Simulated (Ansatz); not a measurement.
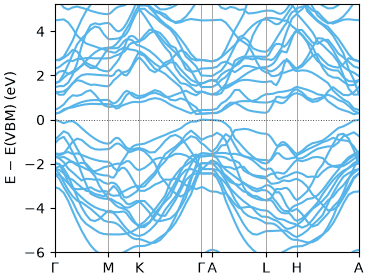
Band structure from DFT-r²SCAN+D4 in the program Ansatz with PAW potentials

Question: Read off the gap and where the band edges lie.

Answer: About 0.2 eV (0.25 eV by a search for the band edges); maximum at Γ, minimum on the K–Γ line, 94 % of the way from K.

The material is Ge2Sb2Te5 in space group P3m1 (No. 156; Pearson symbol hP9).

The start of the workflow was typed in or built on a structure type; neither database checked (COD, Materials Project) lists it. It is not the phase usual at ambient conditions (space group No. 164). The cell was relaxed with r²SCAN+D4 under the symmetry of its start; its stability against distortions is not shown here. Spin–orbit coupling is left out wherever it is not named.

Potentials: the earlier of the program's two PAW sets.
